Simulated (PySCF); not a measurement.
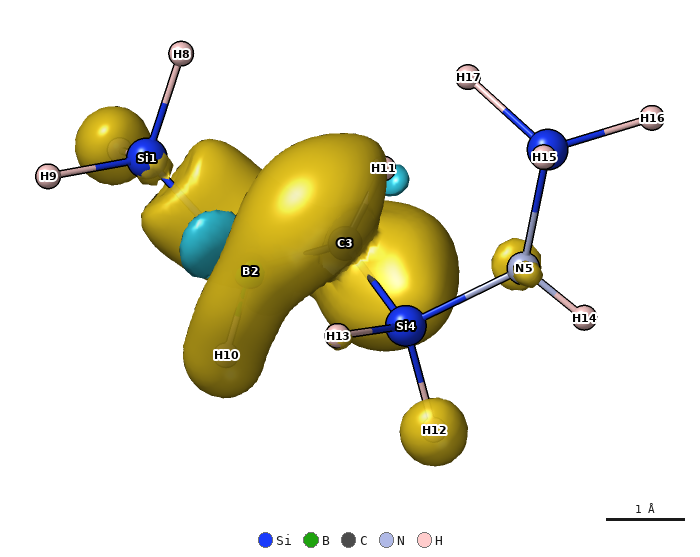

The picture shows: CH$_{11}$BNSi$_{3}$ (doublet). Isosurfaces of the spin density (α minus β) at +0.015 (yellow) and −0.015 e/Å³ (cyan), seen at a tilt.

Geometry: GFN2-xTB.

Computed with UKS B3LYP, pcH-1 on B C H N Si, non-relativistic, mean-field spin-orbit, GIAO (PySCF 2.14.0, density-fitted response routines).

```xyz
17

Si    3.2755    0.4513    0.8254
B     2.0318   -0.7365   -0.1629
C     0.6041   -0.5735    0.0874
Si   -0.7090   -0.5865   -1.2476
N    -2.2605   -0.5222   -0.4631
Si   -2.9640    0.7274    0.5010
H     4.3036   -0.3313    1.5386
H     2.6454    1.2970    1.8507
H     4.0116    1.3724   -0.0565
H     2.4992   -1.4338   -0.9833
H     0.1997   -0.3098    1.0579
H    -0.7159   -1.8471   -2.0034
H    -0.5525    0.5466   -2.1767
H    -2.9182   -1.2113   -0.7871
H    -3.6667    1.7160   -0.3278
H    -3.9108    0.0714    1.4065
H    -1.8804    1.3820    1.2300
```

Describe the spin distribution.

The unpaired spin (1 electron) lies mostly on C3 (about 0.5), B2 (about 0.2), Si4 (about 0.1) and Si1 (about 0.1), in electrons by Hirshfeld's partition.
